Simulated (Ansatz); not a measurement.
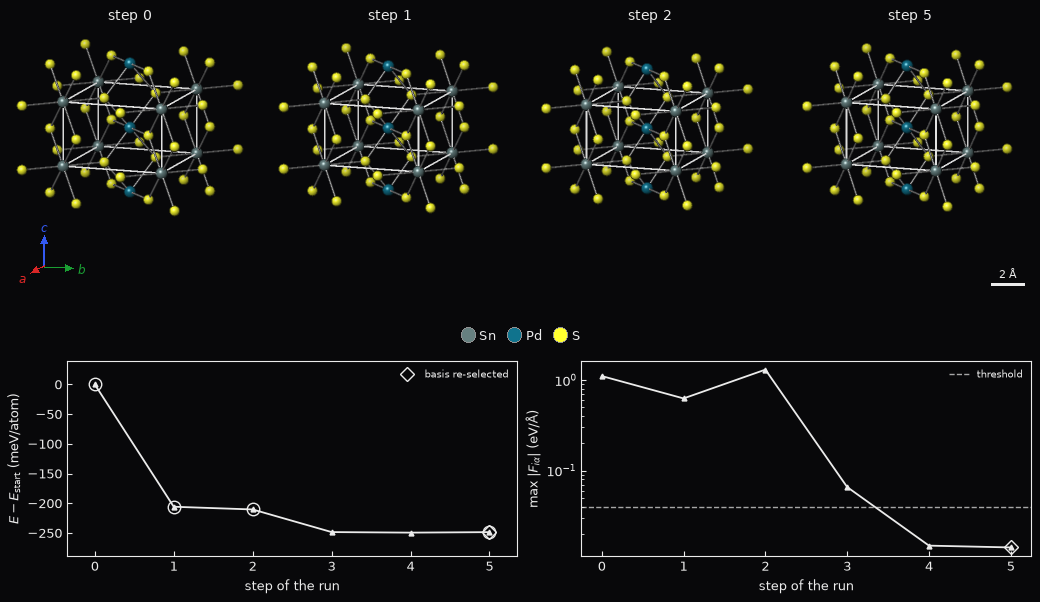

Frames of a relaxation of solid SnPdS4 (a generated structure, set up in Cmmm) (coarse preliminary run), marked on the history of the run. The picture is a ball-and-stick view of the cell of the calculation, seen slightly off an axis.

Theory: DFT PBE, scalar-relativistic, plane waves, PAW in Ansatz. Set-up: plane-wave cutoff 420 eV; k-point mesh 4 × 4 × 4; occupations gaussian; smearing width 0.1 eV; collinear spin; cell and atoms relaxed; force threshold 0.04 eV/Å; at most 70 steps.

### Describe the path.

Over 4 accepted moves (5 points after the start) the energy falls by 248 meV per atom. The largest force component goes from 1.1 to 0.014 eV/Å. The pressure goes from −9.73 to 0.08 GPa. At 1 point the geometry stayed and the basis and grid were re-selected for the new cell (energy shift of 0.8 meV per atom at most each time). The largest moves relative to the cell, 0.13 Å, are those of S atoms. Sn and Pd stay in place. The drawn cell changes as follows: a = b 6.372 → 5.796 Å (−9.0 %), c 3.995 → 3.846 Å (−3.7 %), γ 90.0° → 89.8°; the volume changes by −20.4 %. Among the contacts that change: S–S 3.465 → 2.883 Å, Pd–S 2.644 → 2.403 Å, S–Sn 2.735 → 2.539 Å, Pd–S 2.637 → 2.447 Å. Among the angles between lasting bonds that change: S–Pd–S 81.9° → 73.7°, Pd–S–Pd 98.1° → 106.3°, S–Pd–S 98.1° → 106.3°. The space group stays Cmmm (No. 65). The program noted that the starting moments weren't kept. From step 0 to 1: S atoms move most (0.10 Å), volume −12.5 %, energy −206 meV per atom. From step 1 to 2: S atoms move most (0.10 Å), volume −12.7 %, energy −4.6 meV per atom. From step 2 to 5: S atoms move most (0.07 Å), volume +4.2 %, energy −38.1 meV per atom.

Limits of the set-up: the k-point mesh is coarse for a cell with partly filled bands.
